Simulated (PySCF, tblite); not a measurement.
**C₂H₉O₂Si₂ radical, a small gas-phase stand-in for a defect centre (C site with back bonds O[SiH3], C[SiH3], O): EPR parameters**

What EPR parameters should one expect for `O[C](C[SiH3])O[SiH3]`? It is drawn as: dangling bond.

Programs: tblite 0.8.0 and PySCF 2.14.0. All values are calculated, for the isolated system unless a continuum is named. Atoms count from 0, parts from 1.

## 1. The system as given

15 atoms, charge 0, multiplicity 2; geometry: distance geometry start.

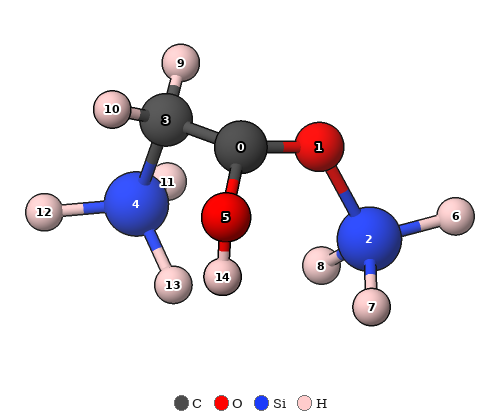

The starting geometry (carbon dark grey, oxygen red, silicon blue, hydrogen pink), atoms numbered.

## 2. Relaxing the cluster with GFN2-xTB

What the job is given:

```
{"job": {"kind": "relax", "xc": "GFN2-xTB", "basis": "xTB"}, "charge": 0, "multiplicity": 2}
C     -2.031171     1.113391    -0.227730
O     -3.227980     0.920818    -0.881117
Si    -3.423333     0.054967    -2.425784
C     -1.726155     0.189337     0.856817
Si    -1.278468    -1.457762     0.179005
O     -0.943475     1.449314    -1.039549
H     -4.754560     0.268819    -2.891602
H     -2.505285     0.569288    -3.370602
H     -3.178521    -1.332606    -2.223251
H     -2.556334     0.098130     1.475823
H     -0.891812     0.560947     1.419374
H     -2.373780    -2.317608     0.280383
H     -0.181662    -2.006357     0.915273
H     -0.915509    -1.345531    -1.197023
H     -0.560174     0.905165    -1.727875
```

Method: GFN2-xTB geometry optimisation, gas phase.

On the command line:

```bash
OMP_NUM_THREADS=1 python cluster_run.py task.json out
```

This one command runs all jobs of the session in turn.

Log:

```text
step      E/eV     max force
  0    -555.76435    2.678
  1    -556.14110    1.584
  2    -556.33940    1.070
  3    -556.37857    0.777
  4    -556.44927    0.396
  5    -556.46525    0.359
  6    -556.49117    0.352
  7    -556.50472    0.265
  8    -556.51664    0.311
  9    -556.52741    0.279
 10    -556.54053    0.238
 11    -556.55139    0.239
 12    -556.55948    0.209
 13    -556.56663    0.203
 14    -556.57465    0.248
 15    -556.58319    0.218
 16    -556.59130    0.210
 17    -556.59895    0.278
 18    -556.60759    0.277
 19    -556.61712    0.256
 20    -556.62614    0.210
 21    -556.63416    0.254
 22    -556.64247    0.283
 23    -556.65146    0.249
 24    -556.66017    0.221
 25    -556.66711    0.181
 26    -556.67191    0.227
 27    -556.65805    1.249
 28    -556.67878    0.240
 29    -556.68195    0.150
 30    -556.68646    0.112
 31    -556.69049    0.220
 32    -556.69268    0.155
 33    -556.69598    0.169
 34    -556.69897    0.150
 35    -556.70093    0.225
 36    -556.70372    0.147
 37    -556.70710    0.155
 38    -556.70903    0.120
 39    -556.71246    0.203
 40    -556.71440    0.103
 41    -556.71568    0.236
 42    -556.71681    0.052
 43    -556.71719    0.051
 44    -556.71769    0.050
 45    -556.71816    0.058
 46    -556.71895    0.059
 47    -556.71977    0.051
 48    -556.72029    0.045
 49    -556.72051    0.031
 50    -556.72064    0.025
 51    -556.72081    0.024
 52    -556.72106    0.027
 53    -556.72130    0.045
 54    -556.72151    0.037
 55    -556.72170    0.102
 56    -556.72193    0.073
 57    -556.72245    0.052
 58    -556.72325    0.061
 59    -556.72400    0.078
 60    -556.72460    0.078
 61    -556.72528    0.066
 62    -556.72611    0.055
 63    -556.72699    0.061
 64    -556.72780    0.059
 65    -556.72853    0.051
 66    -556.72920    0.049
 67    -556.72982    0.059
 68    -556.73055    0.073
 69    -556.73127    0.069
 70    -556.73178    0.066
 71    -556.73221    0.048
 72    -556.73241    0.062
 73    -556.73286    0.051
 74    -556.73328    0.052
 75    -556.73375    0.044
 76    -556.73424    0.054
 77    -556.73475    0.063
 78    -556.73515    0.065
 79    -556.73543    0.057
 80    -556.73570    0.050
 81    -556.73603    0.037
 82    -556.73633    0.033
 83    -556.73654    0.031
 84    -556.73668    0.029
 85    -556.73683    0.035
 86    -556.73705    0.039
 87    -556.73728    0.034
 88    -556.73747    0.031
 89    -556.73761    0.040
 90    -556.73774    0.041
 91    -556.73787    0.028
 92    -556.73804    0.029
 93    -556.73815    0.024
 94    -556.73830    0.028
 95    -556.73844    0.029
 96    -556.73856    0.033
 97    -556.73866    0.024
 98    -556.73877    0.026
 99    -556.73892    0.035
100    -556.73915    0.061
101    -556.73944    0.073
102    -556.73973    0.057
103    -556.74000    0.042
104    -556.74027    0.042
105    -556.74056    0.056
106    -556.74089    0.065
107    -556.74123    0.048
108    -556.74153    0.035
109    -556.74178    0.041
110    -556.74202    0.037
111    -556.74216    0.057
112    -556.74235    0.029
113    -556.74247    0.026
114    -556.74260    0.026
115    -556.74268    0.034
116    -556.74277    0.033
117    -556.74286    0.022
118    -556.74296    0.027
119    -556.74307    0.028
120    -556.74318    0.031
121    -556.74329    0.028
122    -556.74339    0.021
123    -556.74347    0.022
124    -556.74353    0.020
125    -556.74360    0.020
126    -556.74370    0.027
127    -556.74385    0.032
128    -556.74404    0.030
129    -556.74422    0.028
130    -556.74435    0.029
131    -556.74446    0.034
132    -556.74461    0.040
133    -556.74489    0.052
134    -556.74537    0.047
135    -556.74565    0.044
136    -556.74588    0.033
137    -556.74604    0.028
138    -556.74615    0.040
139    -556.74626    0.033
140    -556.74640    0.018
141    -556.74657    0.028
142    -556.74667    0.030
143    -556.74678    0.029
144    -556.74685    0.016
145    -556.74690    0.015
146    -556.74696    0.021
147    -556.74702    0.022
148    -556.74708    0.018
149    -556.74711    0.011
150    -556.74714    0.011
151    -556.74716    0.011
152    -556.74719    0.015
153    -556.74722    0.015
154    -556.74725    0.012
155    -556.74728    0.011
156    -556.74729    0.008
157    -556.74731    0.010
158    -556.74733    0.009
159    -556.74735    0.008
160    -556.74737    0.010
161    -556.74740    0.012
162    -556.74744    0.019
163    -556.74750    0.020
164    -556.74757    0.019
165    -556.74764    0.018
166    -556.74771    0.027
167    -556.74781    0.033
168    -556.74792    0.030
169    -556.74801    0.024
170    -556.74808    0.017
171    -556.74812    0.024
172    -556.74817    0.023
173    -556.74822    0.016
174    -556.74826    0.016
175    -556.74830    0.016
176    -556.74834    0.017
177    -556.74840    0.016
178    -556.74846    0.015
179    -556.74851    0.013
180    -556.74854    0.015
181    -556.74858    0.015
182    -556.74863    0.015
183    -556.74868    0.017
184    -556.74875    0.028
185    -556.74881    0.031
186    -556.74887    0.024
187    -556.74893    0.021
188    -556.74898    0.017
189    -556.74900    0.014
190    -556.74902    0.016
191    -556.74903    0.010
192    -556.74905    0.009
193    -556.74906    0.012
194    -556.74908    0.016
195    -556.74909    0.015
196    -556.74911    0.009
197    -556.74912    0.007
```

Run time: 2.8 s. Hardware: 1 thread of AMD EPYC 9R45, shared host.

Step by step:

| step | energy from step 0 (eV) | largest force (eV/Å) |
| --- | --- | --- |
| 0 | 0.0000 | 2.6778 |
| 8 | -0.7523 | 0.3112 |
| 16 | -0.8270 | 0.2108 |
| 24 | -0.8958 | 0.2208 |
| 32 | -0.9283 | 0.1552 |
| 40 | -0.9500 | 0.1022 |
| 48 | -0.9559 | 0.0446 |
| 56 | -0.9576 | 0.0727 |
| 64 | -0.9634 | 0.0589 |
| 72 | -0.9681 | 0.0622 |
| 80 | -0.9713 | 0.0505 |
| 88 | -0.9731 | 0.0314 |
| 96 | -0.9742 | 0.0329 |
| 104 | -0.9759 | 0.0419 |
| 112 | -0.9780 | 0.0289 |
| 120 | -0.9788 | 0.0307 |
| 128 | -0.9797 | 0.0297 |
| 136 | -0.9815 | 0.0332 |
| 144 | -0.9825 | 0.0162 |
| 152 | -0.9828 | 0.0149 |
| 160 | -0.9830 | 0.0100 |
| 168 | -0.9836 | 0.0301 |
| 176 | -0.9840 | 0.0172 |
| 184 | -0.9844 | 0.0281 |
| 192 | -0.9847 | 0.0086 |
| 197 | -0.9848 | 0.0073 |

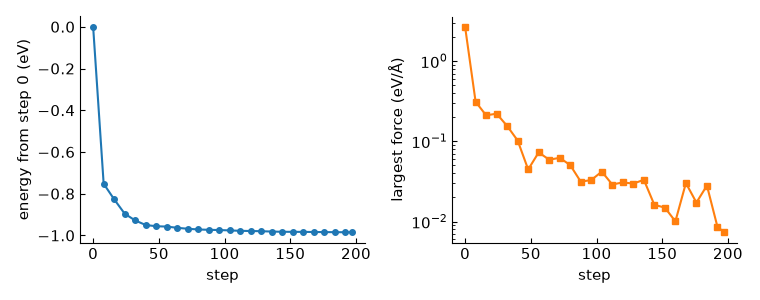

Energy and force, step by step.

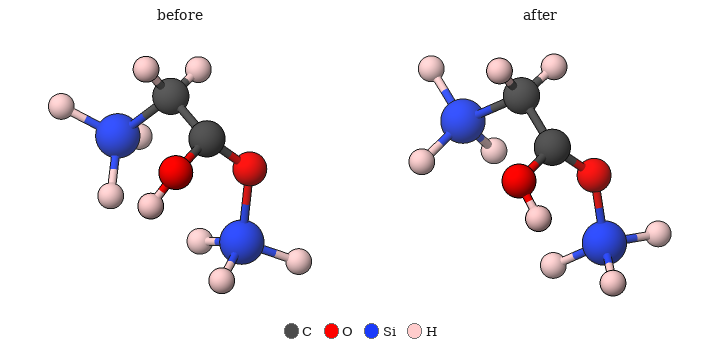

The geometry before (left) and after (right).

Distances of close pairs at the start and the end, largest changes first:

| bond | before (Å) | after (Å) | change (Å) |
| --- | --- | --- | --- |
| O1–Si2 | 1.782 | 1.630 | -0.152 |
| C3–Si4 | 1.837 | 1.931 | +0.095 |
| Si4–H11 | 1.396 | 1.464 | +0.068 |
| Si2–H7 | 1.414 | 1.473 | +0.059 |
| C3–H9 | 1.040 | 1.088 | +0.049 |
| Si2–H8 | 1.423 | 1.465 | +0.041 |
| Si4–H13 | 1.428 | 1.461 | +0.034 |
| Si4–H12 | 1.430 | 1.464 | +0.033 |

## 3. Optimising the geometry at PBE0-D3(BJ)/def2-SVP

What the job is given:

```
{"job": {"xc": "PBE0", "basis": "def2-SVP", "d3": "d3bj", "grid": 2, "kind": "geom", "shake": 0.01}, "charge": 0, "multiplicity": 2}
C      0.175177     1.036057     0.277959
O     -1.032502     0.844694    -0.332387
Si    -1.527177     0.317659    -1.803395
C      0.471205     0.355582     1.531502
Si     0.878590    -1.503547     1.192956
O      1.245030     1.317507    -0.528142
H     -2.931982     0.316233    -1.583718
H     -1.055617     1.278614    -2.834941
H     -0.928215    -0.976622    -2.111372
H     -0.436654     0.412069     2.193040
H      1.266516     0.836986     2.039915
H     -0.284441    -2.151189     0.626456
H      1.200026    -2.125134     2.464661
H      2.000004    -1.528478     0.291371
H      0.949116     1.544197    -1.409233
```

Log:

```text
step   0  E = -810.16168506  max force = 0.037328
step   1  E = -810.17576472  max force = 0.006145
step   2  E = -810.17580692  max force = 0.010954
step   3  E = -810.17711012  max force = 0.007488
step   4  E = -810.17805284  max force = 0.003051
step   5  E = -810.17862148  max force = 0.002211
step   6  E = -810.17888815  max force = 0.001360
step   7  E = -810.17893226  max force = 0.000506
step   8  E = -810.17894347  max force = 0.000219
optimisation converged
```

It took 100 s on 1 thread of AMD EPYC 9R45, shared host; peak memory 0.77 GiB.

The steps of the relaxation:

| step | energy from step 0 (eV) | largest force component (eV/Å) |
| --- | --- | --- |
| 0 | 0.0000 | 1.9195 |
| 1 | -0.3831 | 0.3160 |
| 2 | -0.3843 | 0.5633 |
| 3 | -0.4197 | 0.3850 |
| 4 | -0.4454 | 0.1569 |
| 5 | -0.4609 | 0.1137 |
| 6 | -0.4681 | 0.0699 |
| 7 | -0.4693 | 0.0260 |
| 8 | -0.4696 | 0.0113 |

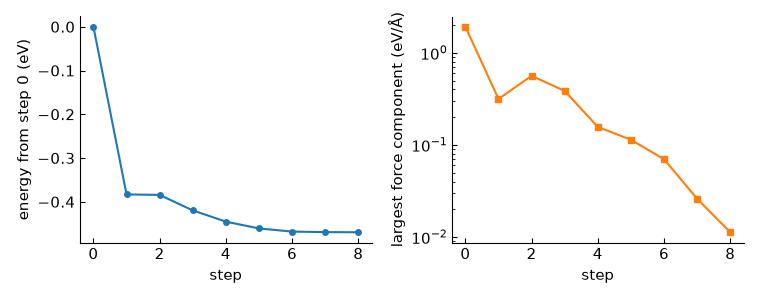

Energy and force, step by step.

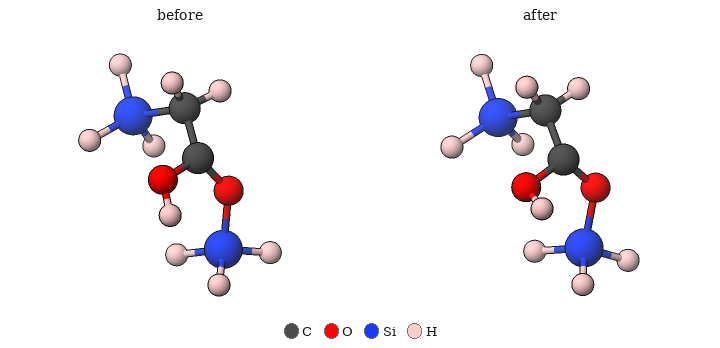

Before and after, at one scale.

Distances of close pairs at the start and the end, largest changes first:

| bond | before (Å) | after (Å) | change (Å) |
| --- | --- | --- | --- |
| Si2–H6 | 1.422 | 1.486 | +0.064 |
| Si4–H13 | 1.439 | 1.493 | +0.054 |
| Si4–H11 | 1.447 | 1.495 | +0.048 |
| O1–Si2 | 1.639 | 1.687 | +0.048 |
| Si4–H12 | 1.452 | 1.496 | +0.044 |
| C3–H10 | 1.060 | 1.101 | +0.042 |
| Si2–H8 | 1.459 | 1.492 | +0.033 |
| C0–C3 | 1.457 | 1.486 | +0.029 |

The final coordinates are the input of the step that follows.

| at the end point | value |
| --- | --- |
| point group (found at 0.08 Å tolerance) | C1 |
| rotational constants (GHz, main isotopes) | 3.442, 1.382, 1.190 |
| dipole moment (D) | 1.22 |
| ⟨S²⟩ | 0.753 |

## 4. g tensor and hyperfine couplings: B3LYP/IGLO-III+pcH-1

What the job is given:

```
{"job": {"kind": "epr"}, "charge": 0, "multiplicity": 2}
C      0.137965     1.123882     0.273131
O     -1.114165     0.882848    -0.209116
Si    -1.462257     0.305940    -1.755356
C      0.520603     0.353710     1.484765
Si     0.798397    -1.511606     1.188791
O      1.119852     1.203729    -0.677926
H     -2.937292     0.129799    -1.770743
H     -1.068268     1.303501    -2.796610
H     -0.773356    -0.989175    -2.027735
H     -0.273576     0.453165     2.241018
H      1.445993     0.771801     1.911044
H     -0.466522    -2.160312     0.726701
H      1.220979    -2.155752     2.470899
H      1.856811    -1.737093     0.160659
H      0.984148     2.000367    -1.205175
```

With the program's defaults for keys left out, this is: UKS B3LYP, IGLO-III on C O Si, pcH-1 on H, non-relativistic, mean-field spin-orbit, GIAO.

Log:

```text
UKS, coarse grid
  cycle   1  E = -811.04180792  |g| = 6.71e-01
  cycle   2  E = -810.79041830  |g| = 1.07e+00
  cycle   3  E = -811.18957906  |g| = 1.06e-01
  cycle   4  E = -811.19254417  |g| = 5.97e-02
  cycle   5  E = -811.19380880  |g| = 1.67e-02
  cycle   6  E = -811.19389768  |g| = 5.30e-03
  cycle   7  E = -811.19391089  |g| = 1.52e-03
  cycle   8  E = -811.19391267  |g| = 5.13e-04
UKS, final grid
  cycle   1  E = -811.19397393  |g| = 5.83e-04
  cycle   2  E = -811.19397382  |g| = 7.79e-04
  cycle   3  E = -811.19397410  |g| = 9.10e-05
  cycle   4  E = -811.19397410  |g| = 2.97e-05
E = -811.19397410 Eh   <S^2> = 0.7529 (exact 0.7500)
g shifts (ppm)      1          2          3
  rmc          -208       -208       -208
  gc             17          3        -26
  oz_so        -112       1159       1741
  total        -303        954       1506
hyperfine (MHz)  atom isotope    a_iso     a_fc   dipolar eigenvalues
    0   13C     300.07     300.17    -72.49    -71.24    143.73
    1   17O     -71.02     -71.04    -29.10     13.95     15.15
    2  29Si     -25.87     -25.93     -8.01      3.39      4.62
    3   13C       8.60       8.59     -3.65     -3.39      7.04
    4  29Si     -86.58     -86.74    -18.15      8.86      9.30
    5   17O      -1.51      -1.52    -31.59     15.27     16.32
    6    1H      -1.83      -1.83     -1.69     -1.48      3.17
    7    1H      -1.12      -1.12     -1.91     -1.70      3.61
    8    1H      16.03      16.02     -2.05     -1.32      3.37
    9    1H      27.28      27.27     -5.35     -4.96     10.32
   10    1H      18.10      18.10     -5.39     -4.79     10.17
   11    1H      -0.55      -0.55     -2.10     -0.85      2.95
   12    1H      10.59      10.59     -1.88     -0.64      2.52
   13    1H      -1.39      -1.39     -2.08     -0.95      3.03
   14    1H      40.95      40.94    -11.50     -7.52     19.02
```

Wall time 52 s (1 thread of AMD EPYC 9R45, shared host); peak memory 1.3 GiB.

Principal g values 2.00202, 2.00327, 2.00383; g(iso) = 2.00304, against 2.00232 for a free electron.

Hyperfine couplings, nucleus by nucleus at this fixed geometry (no averaging over rotations):

| nuclei | isotope | a(iso) (MHz) | a(iso) (G, at g = 2.0023) | largest dipolar term (MHz) |
| --- | --- | --- | --- | --- |
| C0 | 13C | 300.1 | 107.1 | 143.7 |
| Si4 | 29Si | -86.6 | -30.9 | -18.2 |
| O1 | 17O | -71.0 | -25.3 | -29.1 |
| H14 | 1H | 41.0 | 14.6 | 19.0 |
| H9 | 1H | 27.3 | 9.7 | 10.3 |
| Si2 | 29Si | -25.9 | -9.2 | -8.0 |
| H10 | 1H | 18.1 | 6.5 | 10.2 |
| H8 | 1H | 16.0 | 5.7 | 3.4 |
| H12 | 1H | 10.6 | 3.8 | 2.5 |
| C3 | 13C | 8.6 | 3.1 | 7.0 |
| H6 | 1H | -1.8 | -0.7 | 3.2 |
| O5 | 17O | -1.5 | -0.5 | -31.6 |
| H13 | 1H | -1.4 | -0.5 | 3.0 |
| H7 | 1H | -1.1 | -0.4 | 3.6 |

Mulliken spin populations:

C0 0.86; O1 0.03; Si2 0.03; C3 -0.07; Si4 0.08; O5 0.02; H6 0.00; H7 0.00; H8 0.01; H9 0.01; H10 0.01; H11 0.00; H12 0.01; H13 0.00; H14 0.00

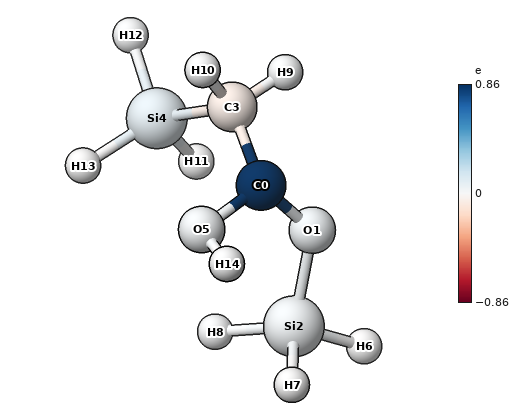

Mulliken spin populations, as colours on the atoms.

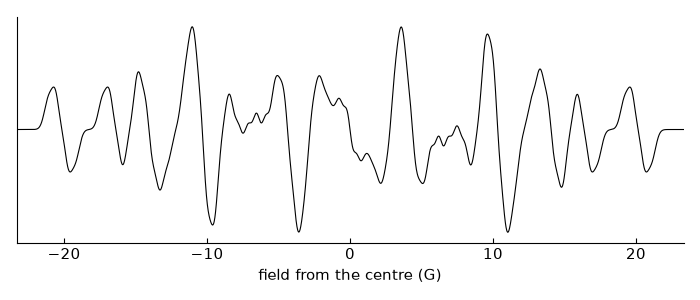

First-order isotropic spectrum (first derivative, main isotopes with spin only, couplings over 0.8 MHz, Gaussian width 0.3 G; couplings of the frozen geometry, rotation of groups not averaged beyond the rows shown).

## 5. EPR parameters: BHandHLYP/IGLO-III+pcH-1

The job, as its differences from that of step 4:

```diff
@@ -1,2 +1,2 @@
-{"job": {"kind": "epr"}, "charge": 0, "multiplicity": 2}
+{"job": {"kind": "epr", "xc": "BHandHLYP"}, "charge": 0, "multiplicity": 2}
 C      0.137965     1.123882     0.273131
```

Level: UKS BHandHLYP, IGLO-III on C O Si, pcH-1 on H, non-relativistic, mean-field spin-orbit, GIAO.

Log:

```text
UKS, coarse grid
  cycle   1  E = -810.89338484  |g| = 5.67e-01
  cycle   2  E = -810.88764600  |g| = 6.21e-01
  cycle   3  E = -811.01389557  |g| = 5.74e-02
  cycle   4  E = -811.01536118  |g| = 2.99e-02
  cycle   5  E = -811.01578657  |g| = 1.13e-02
  cycle   6  E = -811.01585953  |g| = 3.61e-03
  cycle   7  E = -811.01587284  |g| = 1.53e-03
  cycle   8  E = -811.01587502  |g| = 4.77e-04
UKS, final grid
  cycle   1  E = -811.01591638  |g| = 3.54e-04
  cycle   2  E = -811.01591643  |g| = 3.18e-04
  cycle   3  E = -811.01591647  |g| = 7.85e-05
  cycle   4  E = -811.01591648  |g| = 5.90e-05
  cycle   5  E = -811.01591648  |g| = 9.71e-06
E = -811.01591648 Eh   <S^2> = 0.7546 (exact 0.7500)
g shifts (ppm)      1          2          3
  rmc          -211       -211       -211
  gc             22          4        -27
  oz_so        -108       1067       1582
  total        -297        861       1345
hyperfine (MHz)  atom isotope    a_iso     a_fc   dipolar eigenvalues
    0   13C     345.06     345.16    -76.14    -74.66    150.81
    1   17O     -69.65     -69.67    -28.87     13.50     15.37
    2  29Si     -20.46     -20.50     -6.92      2.82      4.10
    3   13C      -0.27      -0.27     -4.11     -2.92      7.03
    4  29Si     -84.11     -84.26    -17.31      8.33      8.98
    5   17O      -3.86      -3.88    -31.52     14.91     16.60
    6    1H      -1.36      -1.36     -1.61     -1.46      3.07
    7    1H      -1.35      -1.35     -1.90     -1.75      3.65
    8    1H      12.88      12.88     -1.95     -1.41      3.36
    9    1H      27.38      27.38     -5.60     -5.11     10.72
   10    1H      19.96      19.96     -5.57     -5.03     10.60
   11    1H      -0.54      -0.54     -2.04     -0.97      3.00
   12    1H      10.82      10.82     -1.73     -0.67      2.40
   13    1H      -1.39      -1.39     -2.05     -1.04      3.09
   14    1H      39.53      39.52    -11.93     -7.84     19.77
```

Run time: 55 s. Hardware: 1 thread of AMD EPYC 9R45, shared host; peak memory 1.4 GiB.

In short: g(iso) 2.00296.

## 6. Run by run: EPR parameters

g, ⟨S²⟩ and isotropic hyperfine couplings (MHz), with basis size and wall time:

| run | g(iso) | ⟨S²⟩ | 13C C0 | 29Si Si4 | 17O O1 | 1H H14 | 1H H9 | functions | time |
| --- | --- | --- | --- | --- | --- | --- | --- | --- | --- |
| B3LYP/IGLO-III+pcH-1 | 2.00304 | 0.753 | 300.1 | -86.6 | -71.0 | 41.0 | 27.3 | 318 | 52 s |
| BHandHLYP/IGLO-III+pcH-1 | 2.00296 | 0.755 | 345.1 | -84.1 | -69.6 | 39.5 | 27.4 | 318 | 55 s |

## 7. Outcome

| quantity | value |
| --- | --- |
| point group | C1 |
| rotational constants (main isotopes) | 3.44, 1.38, 1.19 GHz |
| g(iso) (B3LYP) | 2.00304 |
| ⟨S²⟩ | 0.753 (exact 0.75) |
| largest a(iso) | 13C on C0, 300.1 MHz |

In words: The start of the PBE0/def2-SVP relaxation was shaken at random by about 0.01 Å, so part of the energy gained, and of the first lengths quoted, undoes that. The optimisation took 8 steps and gained 0.470 eV; among the close pairs (by a distance rule), Si2–H6 changed most, from 1.422 to 1.486 Å (PBE0/def2-SVP). Most of the unpaired spin sits on C0 (0.86 e). The isotropic g lies 0.7 ppt above the free-electron value. The coupling of 13C on C0 runs from 300.1 (B3LYP/IGLO-III+pcH-1) to 345.1 MHz (BHandHLYP/IGLO-III+pcH-1). A capped cluster stands for the solid here, so long-range fields and strain are missing, and bands or shifts of the capping hydrogens have no counterpart in it.
